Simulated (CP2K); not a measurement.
# PM6 run of CH4AlBS (SMILES [CH3][Al]1[BH][S]1)

Aim: the vertical electron affinity of CH4AlBS at PM6, from 2 runs. 

The calculation is run with CP2K 2026.2.

3 further runs of the same task are left out: 1 that didn't finish, 2 set aside as unsound or not needed.

## Step 1: The structure to begin with

CH4AlBS has 8 atoms, charge 0, and is taken as a singlet. SMILES: `[CH3][Al]1[BH][S]1`. Geometry: a GFN2-xTB relaxation, a rough one for these elements and not checked as a minimum.

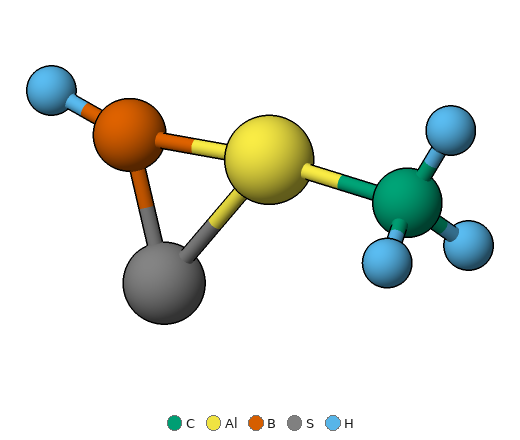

The structure, seen from a chosen angle (carbon teal, aluminium yellow, boron orange, sulfur grey, hydrogen blue).

## Step 2: Energy and gradient at PM6

Contents of qs.inp:

```
&global
   project_name qs
   run_type ENERGY_FORCE
   print_level MEDIUM
&end global

&force_eval
   method QUICKSTEP
   &dft
      &qs
         method PM6
         eps_default 1.0E-10
         &se
            &coulomb
               cutoff [angstrom] 50
               rc_range [angstrom] 0
            &end coulomb
            &exchange
               cutoff [angstrom] 50
               rc_range [angstrom] 0
            &end exchange
         &end se
      &end qs
      &poisson
         periodic NONE
         poisson_solver ANALYTIC
      &end poisson
      &scf
         scf_guess ATOMIC
         eps_scf 1.0E-06
         max_scf 40
         &ot
            minimizer DIIS
            preconditioner FULL_SINGLE_INVERSE
         &end ot
         &outer_scf
            eps_scf 1.0E-06
            max_scf 10
         &end outer_scf
      &end scf
      &print
         &moments
            periodic F
            reference COM
            max_moment 1
         &end moments
         &mo_cubes
            nlumo 3
            nhomo -1
            write_cube F
         &end mo_cubes
         &hirshfeld OFF
         &end hirshfeld
      &end print
   &end dft
   &subsys
      &cell
         abc 12.9 15.1 13.1
         periodic NONE
      &end cell
      &coord
         UNIT bohr
         C     -0.9338082     2.8494991    -0.9073898
         Al     0.4037022    -0.2767315     0.6684528
         B      1.6054735    -3.6038778     1.9063179
         S      0.0229413    -4.2345361    -1.0601175
         H     -2.9502215     2.6403253    -1.3669901
         H     -0.7424923     4.5265933     0.2935501
         H      0.0348654     3.2519163    -2.7001163
         H      2.5595395    -5.1531887     3.1662928
      &end coord
      &topology
         &center_coordinates
         &end center_coordinates
      &end topology
   &end subsys
   &print
      &forces ON
      &end forces
   &end print
&end force_eval
```

Started as:

```console
$ OMP_NUM_THREADS=1 cp2k.psmp qs.inp > qs.out
```

Standard output:

```text
CP2K| version string:                                       CP2K version 2026.2
[...]
 GLOBAL| Method name                                                        CP2K
[...]
 GLOBAL| Run type                                                   ENERGY_FORCE
[...]
                             - Atoms:                                          8
[...]
                             - Spherical basis functions:                     30
[...]
 Number of electrons:                                                         20
[...]
     1 OT DIIS     0.80E-01    0.0     0.25465289       -13.1006378994 -1.31E+01
[...]
    14 OT DIIS     0.80E-01    0.0     0.00000096       -16.8056980613 -2.18E-10
  *** SCF run converged in    14 steps ***
  Core-core repulsion energy [eV]:                            818.07422865026581
  Core Hamiltonian energy [eV]:                              -710.28684690395437
  Two-electron integral energy [eV]:                        -1130.18736533968058
  Electronic energy [eV]:                                   -1275.38052957379477
  Total energy [eV]:                                         -457.30630092352891
  Atomic reference energy [eV]:                               458.18995435193204
  Heat of formation [kcal/mol]:                                20.37753376701957
[...]
 SE_DIPOLE| Moment [Debye]         -0.17260439      -3.57803246      -1.25908904
 SE_DIPOLE| Derivative [a.u.]       0.00000000       0.00000000       0.00000000
 *** WARNING in qs_scf_post_se.F:140 :: Printing of MO cube files not ***
 *** implemented for Semi-Empirical method.                           ***
 ENERGY| Total FORCE_EVAL ( QS ) energy [hartree]            -16.805698061361124
 FORCES| Atomic forces [hartree/bohr]
 FORCES|   Atom     x               y               z               |f|
 FORCES|      1  7.49362743E-03 -1.22936649E-02  1.10241950E-02   1.81334367E-02
 FORCES|      2 -5.43919951E-03 -4.48200369E-03 -1.16562035E-02   1.36213189E-02
 FORCES|      3 -1.81166957E-02  1.99433730E-02 -2.67839091E-02   3.79911908E-02
 FORCES|      4  3.81496077E-03  8.56572969E-03  9.09631775E-03   1.30640211E-02
 FORCES|      5  3.48752739E-03 -5.26085730E-03  3.25248068E-03   7.10057022E-03
 FORCES|      6  2.11427912E-03 -5.84203308E-03  1.80048936E-03   6.46848426E-03
 FORCES|      7  2.06633744E-03 -5.45228206E-03  3.75287430E-03   6.93406054E-03
 FORCES|      8  4.57916303E-03  4.82173833E-03  9.51375543E-03   1.16073010E-02
 FORCES| Sum    -6.59194921E-17 -1.38777878E-17  2.77555756E-17
 FORCES| Total atomic force                                       7.28583860E-17
[...]
```

Wall time 1.5 s (1 thread of AMD EPYC 7R43 (Zen 3), shared host); peak memory 0.18 GiB.

## Step 3: The doublet anion at the same level

Contents of qs.inp:

```
&GLOBAL
    PROJECT qs
    RUN_TYPE ENERGY_FORCE
    PRINT_LEVEL MEDIUM
&END GLOBAL

&FORCE_EVAL
    METHOD QUICKSTEP
    &DFT
        CHARGE -1
        MULTIPLICITY 2
        UKS T
        &QS
            METHOD PM6
            EPS_DEFAULT 1.0E-10
            &SE
                &COULOMB
                    CUTOFF [angstrom] 50
                    RC_RANGE [angstrom] 0
                &END COULOMB
                &EXCHANGE
                    CUTOFF [angstrom] 50
                    RC_RANGE [angstrom] 0
                &END EXCHANGE
            &END SE
        &END QS
        &POISSON
            PERIODIC NONE
            POISSON_SOLVER ANALYTIC
        &END POISSON
        &SCF
            SCF_GUESS ATOMIC
            EPS_SCF 1.0E-06
            MAX_SCF 80
            ADDED_MOS 4
            &DIAGONALIZATION
                ALGORITHM STANDARD
            &END DIAGONALIZATION
            &MIXING
                METHOD DIRECT_P_MIXING
                ALPHA 0.4
            &END MIXING
        &END SCF
        &PRINT
            &MOMENTS
                PERIODIC F
                REFERENCE COM
                MAX_MOMENT 1
            &END MOMENTS
            &MO ON
                ENERGIES T
                OCCUPATION_NUMBERS T
                NDIGITS 6
                &EACH
                    QS_SCF 0
                &END EACH
                ADD_LAST NUMERIC
            &END MO
            &HIRSHFELD OFF
            &END HIRSHFELD
        &END PRINT
    &END DFT
    &SUBSYS
        &CELL
            ABC 12.9 15.1 13.1
            PERIODIC NONE
        &END CELL
        &COORD
            UNIT bohr
            C     -0.9338082     2.8494991    -0.9073898
            Al     0.4037022    -0.2767315     0.6684528
            B      1.6054735    -3.6038778     1.9063179
            S      0.0229413    -4.2345361    -1.0601175
            H     -2.9502215     2.6403253    -1.3669901
            H     -0.7424923     4.5265933     0.2935501
            H      0.0348654     3.2519163    -2.7001163
            H      2.5595395    -5.1531887     3.1662928
        &END COORD
        &TOPOLOGY
            &CENTER_COORDINATES
            &END CENTER_COORDINATES
        &END TOPOLOGY
    &END SUBSYS
    &PRINT
        &FORCES ON
        &END FORCES
    &END PRINT
&END FORCE_EVAL
```

Started as:

```console
$ OMP_NUM_THREADS=1 cp2k.psmp qs.inp > qs.out
```

Standard output:

```text
CP2K| version string:                                       CP2K version 2026.2
[...]
 GLOBAL| Method name                                                        CP2K
[...]
 GLOBAL| Run type                                                   ENERGY_FORCE
[...]
                             - Atoms:                                          8
[...]
                             - Spherical basis functions:                     30
[...]
 Number of electrons:                                                         11
[...]
     1 P_Mix/Diag. 0.40E+00    0.0     0.41070488       -11.2340892177 -1.12E+01
[...]
    32 DIIS/Diag.  0.12E-06    0.0     0.00000066       -16.8339807555 -4.16E-12
  *** SCF run converged in    32 steps ***
  Core-core repulsion energy [eV]:                            818.07422865026581
  Core Hamiltonian energy [eV]:                              -731.71076117969687
  Two-electron integral energy [eV]:                        -1088.87875928573294
  Electronic energy [eV]:                                   -1276.15014082256334
  Total energy [eV]:                                         -458.07591217229759
  Atomic reference energy [eV]:                               458.18995435193204
  Heat of formation [kcal/mol]:                                 2.62987534667884
[...]
 SE_DIPOLE| Moment [Debye]          1.09233060      -6.27396027       0.28062055
 SE_DIPOLE| Derivative [a.u.]       0.00000000       0.00000000       0.00000000
 ENERGY| Total FORCE_EVAL ( QS ) energy [hartree]            -16.833980755519850
 FORCES| Atomic forces [hartree/bohr]
 FORCES|   Atom     x               y               z               |f|
 FORCES|      1  3.86094050E-04  3.73774535E-03  2.40139612E-03   4.45942959E-03
 FORCES|      2  1.11299452E-02 -4.12291101E-02  7.95683030E-03   4.34399166E-02
 FORCES|      3 -1.82201614E-02  4.60741717E-02 -1.98730282E-02   5.33829638E-02
 FORCES|      4 -6.05512975E-03  2.88160795E-03 -9.89794643E-03   1.19556516E-02
 FORCES|      5  5.09850689E-03 -6.13365491E-03  3.86082940E-03   8.86129216E-03
 FORCES|      6  2.34024966E-03 -7.69781739E-03  1.55255651E-03   8.19411940E-03
 FORCES|      7  1.76292771E-03 -6.73637067E-03  5.20034757E-03   8.69081232E-03
 FORCES|      8  3.55756755E-03  9.10342814E-03  8.79901469E-03   1.31510969E-02
 FORCES| Sum    -6.93889390E-18  9.71445147E-17  8.32667268E-17
 FORCES| Total atomic force                                       1.28134901E-16
[...]
```

Wall time 1.1 s (1 thread of AMD EPYC 7R43 (Zen 3), shared host); peak memory 0.18 GiB.

## Step 4: What came out

At PM6:

| quantity | value |
| --- | --- |
| singlet CH4AlBS: total energy | -16.80570 Eh |
| singlet CH4AlBS: dipole moment | 3.80 D |
| singlet CH4AlBS: heat of formation at this unrelaxed shape | 20.4 kcal/mol |
| singlet CH4AlBS: largest force on an atom | 1.954 eV/Å |
| doublet anion: total energy | -16.83398 Eh |
| doublet anion: HOMO energy (highest over α and β) | -1.20 eV |
| doublet anion: LUMO energy (lowest over α and β) | 5.13 eV |
| doublet anion: heat of formation at this unrelaxed shape | 2.6 kcal/mol |
| doublet anion: largest force on an atom | 2.745 eV/Å |
| vertical electron affinity (to the doublet anion) | 0.770 eV |

At fixed nuclei the extra electron is bound by 0.77 eV (17.7 kcal/mol). The largest force (singlet CH4AlBS) is 1.95 eV/Å: the shape isn't a stationary point for this species at this level. A minimal valence basis can't be trusted even for the sign of an electron affinity.
